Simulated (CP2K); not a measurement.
Consider succinimide at its PBE geometry (Å).

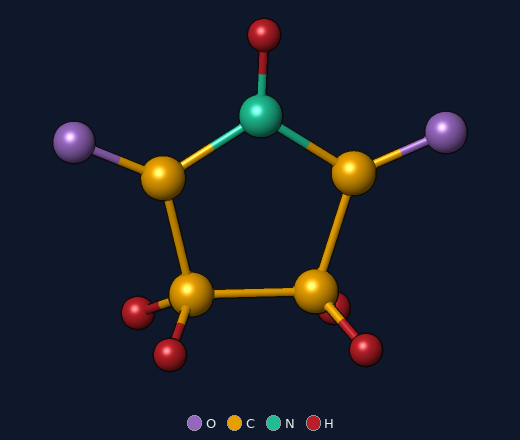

The molecule (oxygen purple, carbon orange, nitrogen teal, hydrogen red).

```xyz
12

O     2.4043    0.4323    0.6959
C     1.2405    0.2675    0.3737
C     0.5653   -0.9973   -0.1508
C    -0.9023   -0.6095   -0.3905
C    -1.0047    0.8626    0.0061
O    -1.9794    1.5940   -0.0210
N     0.2625    1.2591    0.4283
H     0.6949   -1.7929    0.5939
H     1.0900   -1.3244   -1.0577
H    -1.6140   -1.1840    0.2159
H    -1.2203   -0.7138   -1.4358
H     0.4632    2.2064    0.7420
```

Method: CP2K XAS_TDP, all-electron GAPW, PBEh(45%), aug-cc-pVDZ, TDA, GW2X-corrected core level, no relativity.

Predict the bright core excitations at the C K edge.

Leading lines: C2 289.56 eV and C3 290.57 eV. The leading line of an atom is its first one with 35 % of the strongest within 2.5 eV of its lowest line over the strength cut. Core ionisation energies at this level: C2 296.20 and C3 293.10 eV.

The first six lines of each atom with a strength over 0.0015:

```csv
atom,energy (eV),states,"strength, one atom",above the computed threshold
"C2 (bonded to C, N and O), 2 alike",289.56,1,0.0723,
,295.34,1,0.0019,
,295.49,1,0.0076,
,296.22,1,0.0100,yes
,296.32,1,0.0106,yes
,296.34,1,0.0020,yes
"C3 (bonded to 2 C and 2 H), 2 alike",290.57,1,0.0090,
,290.88,1,0.0106,
,291.81,1,0.0118,
,291.92,1,0.0093,
,292.22,1,0.0042,
,292.90,1,0.0216,
```

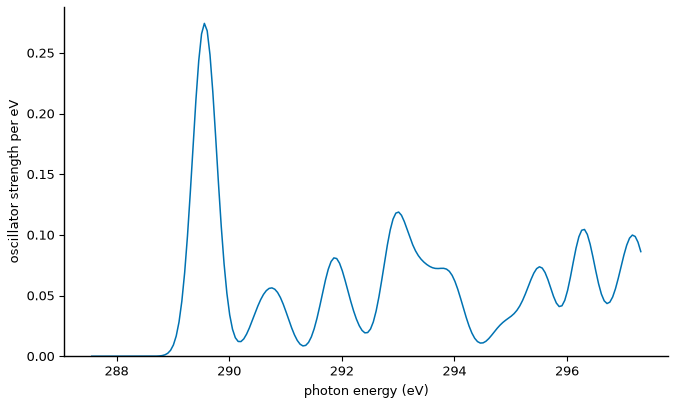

All atoms added, broadened by 0.5 eV.

Lines are vertical, at one geometry, with no vibrational structure. GW2X ionisation energies and lines can be off by 1 to 2 eV either way, and a good line position may hide errors that cancel. These values hold no scalar relativity, about 0.1 eV for C 1s. Rydberg lines, and the discretised continuum above threshold, depend on the basis and the box.

[Banner, clock and machine lines of the logs are left out without a mark of their own.]

[Logs are printed without paths, hosts, clocks, repeated set-up lines and the standing remarks that a program may print on its own settings, such as how far it seeks lower states.]

[Hosts, paths, dates, database ids (printed as entryN), source tags and the programs' standing remarks are cut or masked in the printed files.]
